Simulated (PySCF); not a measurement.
C5H5N3O3Si (SiEt(NCO)3)

```xyz
17

Si   -0.1765   -0.2525   -0.4050
C    -0.2310   -0.3399    1.4423
C     0.5017    0.8036    2.1397
H     0.1908   -1.3175    1.7340
H    -1.2943   -0.3687    1.7373
H     0.4350    0.7139    3.2341
H     1.5698    0.8181    1.8733
H     0.0792    1.7816    1.8619
N     1.4422   -0.2508   -0.9614
C     2.5523   -0.2473   -1.4110
O     3.6370   -0.2456   -1.8377
N    -0.9268    1.1775   -0.9711
C    -1.4103    2.1487   -1.4793
O    -1.8877    3.0972   -1.9593
N    -0.9778   -1.5870   -1.1097
C    -1.5066   -2.5138   -1.6538
O    -2.0254   -3.4183   -2.1739
```

Geometry: PBE0-D3(BJ)/def2-SVP.

All numbers below come from B3LYP/def2-SVPD, SCF density, gas phase in PySCF 2.14.0.

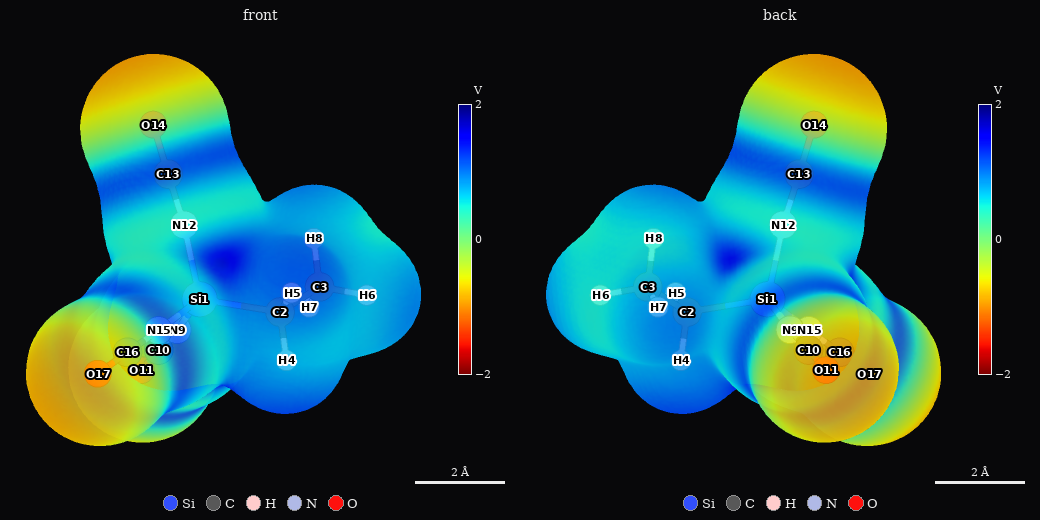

Figure 1. The electrostatic potential painted on the density surface at 0.002 e/bohr³, seen from the front and from behind; red is negative and blue positive.

Q: Describe the electrostatic potential map.

A: The most negative region (about −0.9 V) lies over O11, O14 and O17, the most positive (about +1.5 V) over Si1.

Q: How polar is the molecule by this calculation?

A: Its dipole moment is 3.16 D.

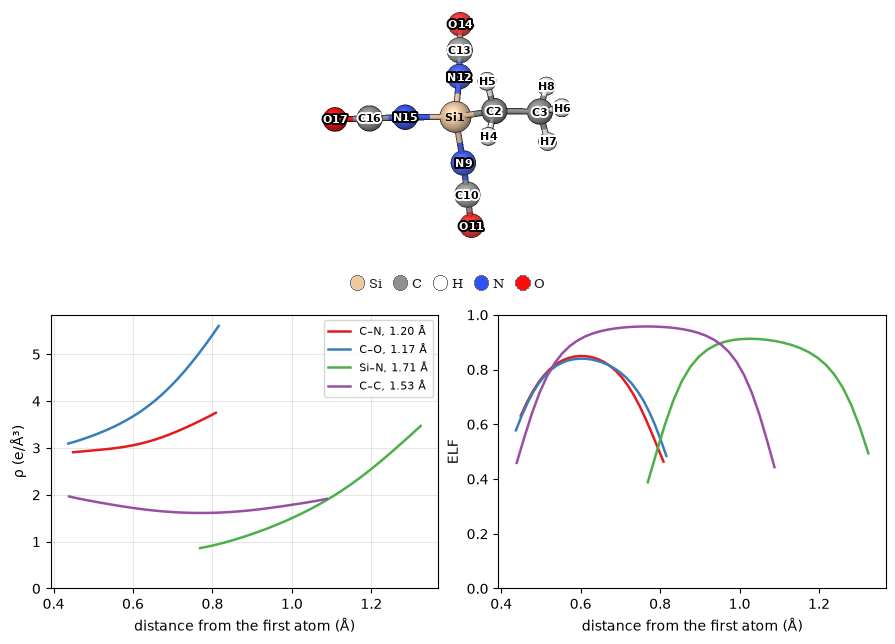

Figure 2. Electron density and electron localisation function along straight lines between neighbouring atoms. The curves leave out the atomic cores. The structure is drawn too.

Q: What can be read from the curves?

A: C–N (1.20 Å): ρ is about 3.1 e/Å³ halfway; the ELF peaks at about 0.85 between the atoms; a short, multiple covalent bond.
C–O (1.17 Å): ρ at the midpoint is about 3.6 e/Å³; the ELF peaks at about 0.85 between the atoms: a multiple bond.
Si–N (1.71 Å): the density is about 1 e/Å³ at the midpoint; the ELF peaks at about 0.90 between the atoms: a shared but strongly polarised pair.
C–C (1.53 Å): ρ at the midpoint is about 1.6 e/Å³; the ELF peaks at about 0.95 between the atoms, as expected for a shared electron pair.
